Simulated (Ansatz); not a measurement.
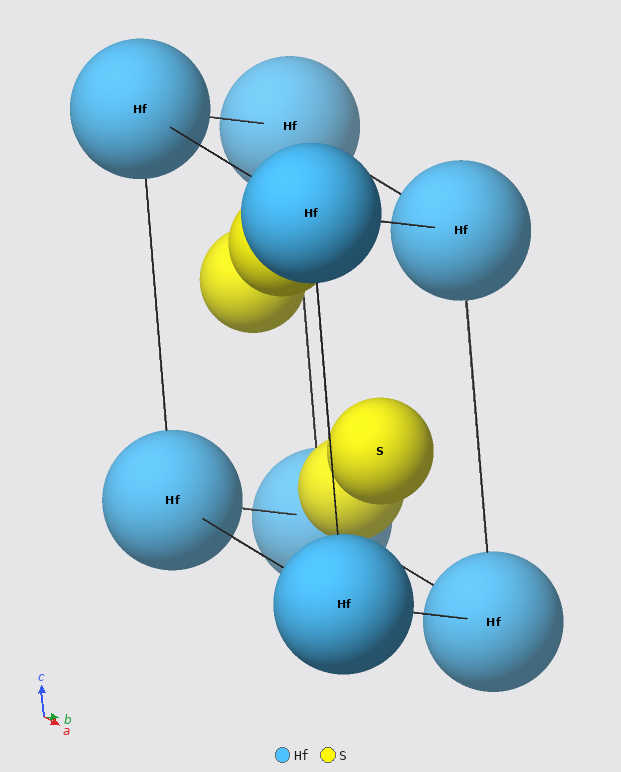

Structure drawing (spheres-only), viewed slightly off an axis. Atoms at the boundary of the simulation cell (the box) are drawn once for each face, edge or corner they touch.

The program read this input:
```yaml
crystal:
  lattice:
    - [-3.1371840413, 3.1371840413, 2.1417800166]
    - [3.1371840413, -3.1371840413, 2.1417800166]
    - [3.1371840413, 3.1371840413, -2.1417800166]
  atoms:
    - { symbol: Hf, position: [0.0, 0.0, 0.0] }
    - { symbol: S, position: [0.590112465, 0.2345593474, 0.8246718124] }
    - { symbol: S, position: [0.7654406526, 0.590112465, 0.3555531175] }
    - { symbol: S, position: [0.409887535, 0.7654406526, 0.1753281876] }
    - { symbol: S, position: [0.2345593474, 0.409887535, 0.6444468825] }
basis:
  ecutwfc: 420
kpoints:
  mp_grid: { grid: [10, 10, 10] }
  band_path:
    path:
      - [[0.0, 0.0, 0.0], [-0.5, 0.5, 0.0], [-0.5, 0.5, 0.5], [0.0, 0.0, 0.0], [-0.36652249, -0.36652249, 0.36652249]]
      - [[-0.63347751, 0.36652249, 0.63347751], [-0.5, 0.5, 0.5]]
      - [[-0.5, 0.5, 0.0], [-0.75, 0.25, 0.25], [-0.5, 0.0, 0.5], [0.0, 0.0, 0.0]]
    npoints: 14
hamiltonian:
  xc: pbe
scf:
  occupations: { method: gaussian, width: 0.1 }
  n_extra_bands: 12
output:
  forces: true
  stress: true
  eigenvalues: true
  populations: true
  dos: { projected: true, de: 0.02, nscf_kmesh: { grid: [12, 12, 12] } }
  bader: true
  write_density: true
  write_potential: true
  elf: true
  volumetric_format: npy
```
Run as:
```sh
ansatz run input.yaml --threads 1 --pin off --max-ram 2560MiB --backend cpu --events-out ev --progress --plain --runs-dir out
```

Theory: Ansatz, DFT PBE, scalar-relativistic, plane waves, PAW. Numerical settings: an energy cutoff of 420 eV, the zone sampled with 10×10×10 points, Gaussian smearing of 0.1 eV, no spin polarisation.

What are the atomic charges by Bader's partition?

Hf +1.97 e; S -0.49 e.

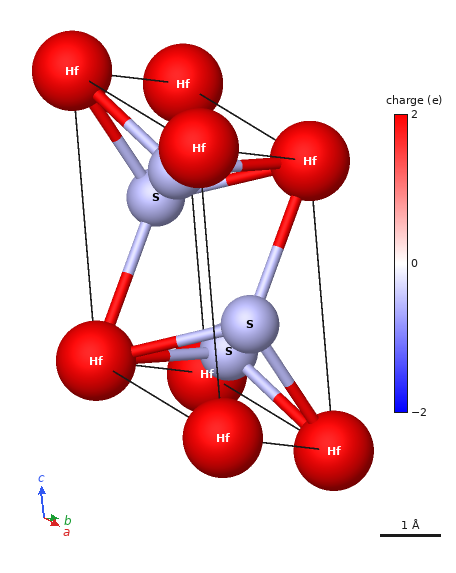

The atoms coloured by those charges.

Provenance: a structure type filled with these elements by a generator (whether the compound takes this form wasn't checked). Earlier steps of the study, as a rule a relaxation of our own, may have changed the cell and positions, so they can lie some per cent off the listed ones. It was run through Ansatz as a DFT input.
